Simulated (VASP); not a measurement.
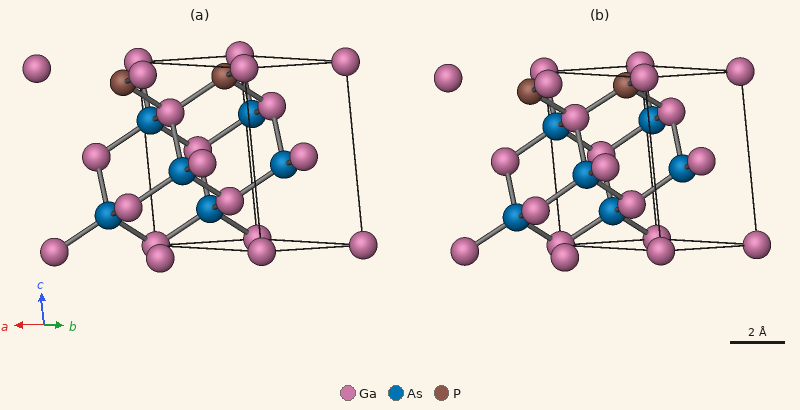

The structure of crystalline Ga4As3P (a generated structure, set up in Cm) before (left) and after (right) a relaxation, at one scale.

Style: ball-and-stick. Shown: the cell of the calculation, repeated 2 × 1 × 1 with one cell outlined, from a free direction.

The run lets cell and atoms move.

Computed with VASP, Kohn-Sham DFT of a periodic cell, PBEsol, VASP PAW PBE potentials, recommended.

Input
```
SYSTEM = Ga4As3P
PREC = Accurate
ENCUT = 200
EDIFF = 1E-7
ISMEAR = 0
SIGMA = 0.02
LREAL = .False.
LASPH = .True.
NELM = 100
ALGO = Normal
ISIF = 3
LWAVE = .False.
LCHARG = .False.
GGA = PS
IBRION = 2
NSW = 60
EDIFFG = -0.02
KPAR = 2
```

Launched with:
```bash
cat potpaw_PBE.64/Ga_d/POTCAR potpaw_PBE.64/As/POTCAR potpaw_PBE.64/P/POTCAR > POTCAR
mpirun -np 2 vasp_std > vasp.out
```

Describe what moved and what it gained.

Answer. A Ga atom moves most relative to the cell: 0.071 Å roughly along [−1 −2 0]. By element the largest moves are Ga 0.071 Å, As 0.026 Å, P 0.011 Å. Cell: a 4.013 → 3.797 Å (−5.4 %), b 6.951 → 6.572 Å (−5.5 %), c 6.951 → 6.571 Å (−5.5 %). Volume −15.5 %. Among the contacts that change: Ga–P 2.458 → 2.260 Å, Ga–P 2.458 → 2.283 Å, As–Ga 2.458 → 2.335 Å, As–Ga 2.458 → 2.356 Å. Among the angles between lasting bonds that change: Ga–P–Ga 109.5° → 112.5°, P–Ga–P 109.5° → 112.5°, As–Ga–As 109.5° → 107.1°. The space group stays Cm (No. 8). The energy falls by 2.902 eV per cell of the calculation in 19 geometry steps. Largest force component: 0.64 eV/Å at the start, 0.013 eV/Å at the end. The pressure goes from −30.89 to −0.01 GPa. At step 1 the optimiser overshot: the energy rose above the start, and later steps came back. The volume changes by over a tenth within one run on a fixed set of plane waves, so the end point should be relaxed again from the new cell.
